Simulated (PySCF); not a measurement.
# [NdI4]−: other functionals and bases at one geometry

How far do other levels of theory move the description of [NdI4]−, and what does each cost? The species was built from a template and needn't be a known compound.

Method: several levels, as the steps say, no spin–orbit coupling; program: PySCF 2.14.0.

1 further run of the same task is left out (for a known fault of the program). Runs told in other sessions of the task aren't counted.

### 1 The system as given

5 atoms, charge -1, spin multiplicity 1.

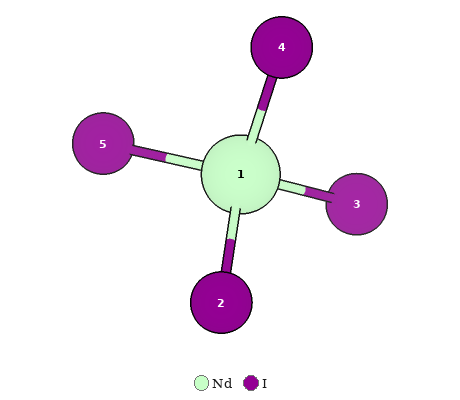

The structure; neodymium light green, iodine purple; atoms are numbered from 1 in the order of the file.

As a file:

```xyz
5
charge -1, multiplicity 1
Nd    0.00000    0.00000    0.00000
I     1.71520    1.71520    1.71520
I    -1.71520   -1.71520    1.71520
I     1.71520   -1.71520   -1.71520
I    -1.71520    1.71520   -1.71520
```

Formal oxidation states: Nd +3. Each metal's 3 4f electrons lie in its core potential, so multiplicities, spins and levels count the valence alone. An earlier session relaxed this geometry at PBE0, Nd lcecp-1-SVP with ECP49, I def2-SVP with ECP28 (singlet, point group Td).

At PBE0 on the finer grid: E = -1225.211197 Eh, HOMO -3.92 eV, LUMO 1.94 eV, Mulliken charge on Nd1 +0.88 e, largest force component 0.001 eV/Å. 

Levels to run: HF; BP86; PBE0, TZVP. Hardware: 4 threads of Intel Xeon at 2.70GHz, shared host.

### 2 HF

Contents of run.py (the lines that set the calculation):

```python
mol = gto.M(atom='''
Nd     0.00000     0.00000     0.00000
I      1.71520     1.71520     1.71520
I     -1.71520    -1.71520     1.71520
I      1.71520    -1.71520    -1.71520
I     -1.71520     1.71520    -1.71520''',
    basis={'Nd': 'lcecp-1-SVP', 'I': 'def2-SVP'},
    ecp={'Nd': 'lcecp-1-SVP', 'I': 'def2-SVP'},
    charge=-1, spin=0)
mf = scf.RHF(mol)
mf = mf.density_fit()  # fitting sets: Nd AutoAux, I def2-universal-JKFIT
mf.conv_tol = 1e-08; mf.max_cycle = 55
mf.kernel(dm0)  # dm0: the density of the relaxed state
```

Command:

```bash
OMP_NUM_THREADS=4 python run.py
```

The program printed:

```text
init E= -1220.52135236947
  HOMO = -0.222963570407865  LUMO = 0.175998297984978  gap/eV = 10.85631
cycle= 1 E= -1220.54564190059  delta_E= -0.0243  |g|= 0.0848  |ddm|= 0.787
  HOMO = -0.234909152543149  LUMO = 0.167395133223161  gap/eV = 10.94726
cycle= 2 E= -1220.54756895124  delta_E= -0.00193  |g|= 0.0405  |ddm|= 0.254
  HOMO = -0.233744696776333  LUMO = 0.170974803965228  gap/eV = 11.01298
cycle= 3 E= -1220.54824591015  delta_E= -0.000677  |g|= 0.0108  |ddm|= 0.0774
  HOMO = -0.234545037761147  LUMO = 0.17037865213886  gap/eV = 11.01853
cycle= 4 E= -1220.54829372136  delta_E= -4.78e-05  |g|= 0.000865  |ddm|= 0.0314
  HOMO = -0.234571468462867  LUMO = 0.170383400078534  gap/eV = 11.01938
cycle= 5 E= -1220.54829442528  delta_E= -7.04e-07  |g|= 0.000262  |ddm|= 0.00362
  HOMO = -0.234554170371319  LUMO = 0.170398420935792  gap/eV = 11.01932
cycle= 6 E= -1220.54829451091  delta_E= -8.56e-08  |g|= 7.09e-05  |ddm|= 0.00112
  HOMO = -0.234561020335047  LUMO = 0.170397152049319  gap/eV = 11.01947
cycle= 7 E= -1220.54829451737  delta_E= -6.46e-09  |g|= 1.57e-05  |ddm|= 0.000297
  HOMO = -0.23455940508596  LUMO = 0.170397864007915  gap/eV = 11.01945
Extra cycle  E= -1220.54829451756  delta_E= -1.93e-10  |g|= 6.27e-06  |ddm|= 4.17e-05
converged SCF energy = -1220.54829451756
```

It took 12 s on 4 threads of Intel Xeon at 2.70GHz, shared host.

Result: E = -1220.548295 Eh, HOMO -6.38 eV, LUMO 4.64 eV, Mulliken charge on Nd1 +1.32 e, largest force component 0.316 eV/Å. 

### 3 BP86

run.py (the lines that set the calculation): that of step 2 with these lines changed.

```diff
@@ -9,3 +9,4 @@
     charge=-1, spin=0)
-mf = scf.RHF(mol)
+mf = dft.RKS(mol, xc='B88,P86')
+mf.grids.atom_grid = (75, 302)  # f atoms: unpruned, at least (60, 302)
 mf = mf.density_fit()  # fitting sets: Nd AutoAux, I def2-universal-JKFIT
```

Command:

```bash
OMP_NUM_THREADS=4 python run.py
```

The program printed:

```text
init E= -1225.75394963855
  HOMO = -0.107205527171725  LUMO = 0.0331714078275638  gap/eV = 3.81985
cycle= 1 E= -1225.75385423898  delta_E= 9.54e-05  |g|= 0.0988  |ddm|= 0.491
  HOMO = -0.105432115331954  LUMO = 0.068977750587673  gap/eV = 4.74593
cycle= 2 E= -1225.73168561062  delta_E= 0.0222  |g|= 0.244  |ddm|= 0.585
  HOMO = -0.105995154289859  LUMO = 0.0441273699425882  gap/eV = 4.08504
cycle= 3 E= -1225.7578574915  delta_E= -0.0262  |g|= 0.00929  |ddm|= 0.426
  HOMO = -0.105949674534832  LUMO = 0.0435780848674207  gap/eV = 4.06886
cycle= 4 E= -1225.75788510109  delta_E= -2.76e-05  |g|= 0.00256  |ddm|= 0.0151
  HOMO = -0.106146304767502  LUMO = 0.0436130835843108  gap/eV = 4.07516
cycle= 5 E= -1225.75788761056  delta_E= -2.51e-06  |g|= 0.000653  |ddm|= 0.00471
  HOMO = -0.106088257775524  LUMO = 0.0437091063922727  gap/eV = 4.07619
cycle= 6 E= -1225.75788776433  delta_E= -1.54e-07  |g|= 8.34e-05  |ddm|= 0.00127
  HOMO = -0.10608488045077  LUMO = 0.0437170492761205  gap/eV = 4.07632
cycle= 7 E= -1225.75788776671  delta_E= -2.38e-09  |g|= 9.29e-06  |ddm|= 0.000104
  HOMO = -0.106085299481558  LUMO = 0.0437199938785603  gap/eV = 4.07641
Extra cycle  E= -1225.75788776646  delta_E= 2.56e-10  |g|= 2.65e-05  |ddm|= 5.95e-05
converged SCF energy = -1225.75788776646
```

Run time: 15 s. Hardware: 4 threads of Intel Xeon at 2.70GHz, shared host.

Result: E = -1225.757888 Eh, HOMO -2.89 eV, LUMO 1.19 eV, Mulliken charge on Nd1 +0.68 e, largest force component 0.060 eV/Å. 

### 4 PBE0, TZVP

Basis: Nd lcecp-1-TZVP with ECP49, I def2-TZVP with ECP28. 

Contents of run.py (the lines that set the calculation):

```python
mol = gto.M(atom='''
Nd     0.00000     0.00000     0.00000
I      1.71520     1.71520     1.71520
I     -1.71520    -1.71520     1.71520
I      1.71520    -1.71520    -1.71520
I     -1.71520     1.71520    -1.71520''',
    basis={'Nd': 'lcecp-1-TZVP', 'I': 'def2-TZVP'},
    ecp={'Nd': 'lcecp-1-TZVP', 'I': 'def2-TZVP'},
    charge=-1, spin=0)
mf = dft.RKS(mol, xc='PBE0')
mf.grids.atom_grid = (75, 302)  # f atoms: unpruned, at least (60, 302)
mf = mf.density_fit()  # fitting sets: Nd AutoAux, I def2-universal-JKFIT
mf.conv_tol = 1e-08; mf.max_cycle = 55
mf.kernel(dm0)  # dm0: free metal ions and neutral atoms
```

Command:

```bash
OMP_NUM_THREADS=4 python run.py
```

The program printed:

```text
init E= -1229.59317479861
  HOMO = -0.0878297901118011  LUMO = 0.0723772275959024  gap/eV = 4.35946
cycle= 1 E= -1224.94967702245  delta_E= 4.64  |g|= 1.48  |ddm|= 3.31
  HOMO = -0.209084253435165  LUMO = 0.0954594982444125  gap/eV = 8.28706
cycle= 2 E= -1224.89464948047  delta_E= 0.055  |g|=  1.4  |ddm|= 3.25
  HOMO = -0.157015714401681  LUMO = 0.0235534868529949  gap/eV = 4.91354
cycle= 3 E= -1225.19972728252  delta_E= -0.305  |g|= 0.442  |ddm|=  1.9
  HOMO = -0.146843961776919  LUMO = 0.0685525876752471  gap/eV = 5.86124
cycle= 4 E= -1225.2515879506  delta_E= -0.0519  |g|= 0.0138  |ddm|= 0.446
  HOMO = -0.148510304796166  LUMO = 0.0675530368463272  gap/eV = 5.87938
cycle= 5 E= -1225.25164903485  delta_E= -6.11e-05  |g|= 0.00192  |ddm|= 0.0271
  HOMO = -0.148138808320243  LUMO = 0.0679240438264683  gap/eV = 5.87937
cycle= 6 E= -1225.25165018477  delta_E= -1.15e-06  |g|= 0.00112  |ddm|= 0.00526
  HOMO = -0.148170123749593  LUMO = 0.067960250101922  gap/eV = 5.88121
cycle= 7 E= -1225.25165031821  delta_E= -1.33e-07  |g|= 0.000523  |ddm|= 0.000993
  HOMO = -0.148178109961163  LUMO = 0.0678936997174347  gap/eV = 5.87961
cycle= 8 E= -1225.25165042238  delta_E= -1.04e-07  |g|= 3.49e-05  |ddm|= 0.00071
  HOMO = -0.148178492580187  LUMO = 0.0678907975845188  gap/eV = 5.87954
cycle= 9 E= -1225.25165042288  delta_E= -4.99e-10  |g|= 3.92e-06  |ddm|= 7.23e-05
  HOMO = -0.148178975242779  LUMO = 0.0678916526391676  gap/eV = 5.87958
Extra cycle  E= -1225.25165042288  delta_E= 3.18e-12  |g|= 6.73e-06  |ddm|= 1.43e-05
converged SCF energy = -1225.25165042288
```

Run time: 38 s. Hardware: 4 threads of Intel Xeon at 2.70GHz, shared host.

Read off: E = -1225.251650 Eh, HOMO -4.03 eV, LUMO 1.85 eV, Mulliken charge on Nd1 +1.37 e, largest force component 0.003 eV/Å. 

### 5 All levels side by side

| level | state | HOMO (eV) | gap (eV) | charge on Nd1 (e) | dipole (D) | largest force component (eV/Å) | basis functions | time |
| --- | --- | --- | --- | --- | --- | --- | --- | --- |
| PBE0 (relaxed here) | singlet | -3.92 | 5.87 | 0.88 | 0.00 | 0.00 | 137 | 28 s |
| HF | singlet | -6.38 | 11.02 | 1.32 | 0.00 | 0.32 | 137 | 12 s |
| BP86 | singlet | -2.89 | 4.08 | 0.68 | 0.00 | 0.06 | 137 | 15 s |
| PBE0, TZVP | singlet | -4.03 | 5.88 | 1.37 | 0.00 | 0.00 | 247 | 38 s |

Times are on 4 threads of Intel Xeon at 2.70GHz, shared host; the first row also made further properties. The dipole of a charged species depends on the origin, so these sizes hold for this origin alone.

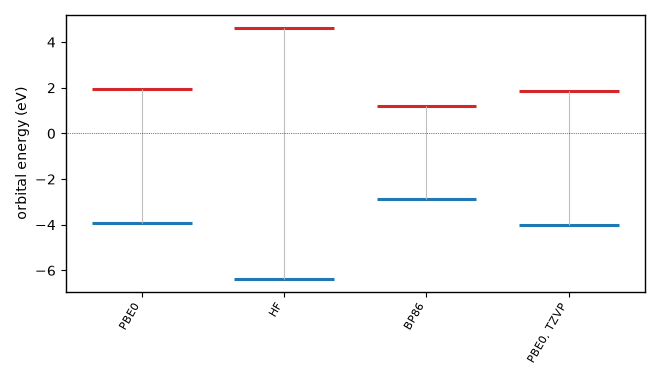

Highest filled and lowest empty level, method by method.

In one basis the HOMO–LUMO gap runs from 4.08 eV (BP86) to 11.02 eV (HF). The largest leftover force, 0.32 eV/Å with HF, stands at a geometry relaxed at another level. The Mulliken charge on Nd spans +0.68 to +1.37 e over the levels. With 4f in the core, its levels are missing from HOMO and gap, and its count is fixed, so no charge can pass from the ligands into it. Total energies of different levels can't be compared. Spin–orbit coupling is left out throughout.
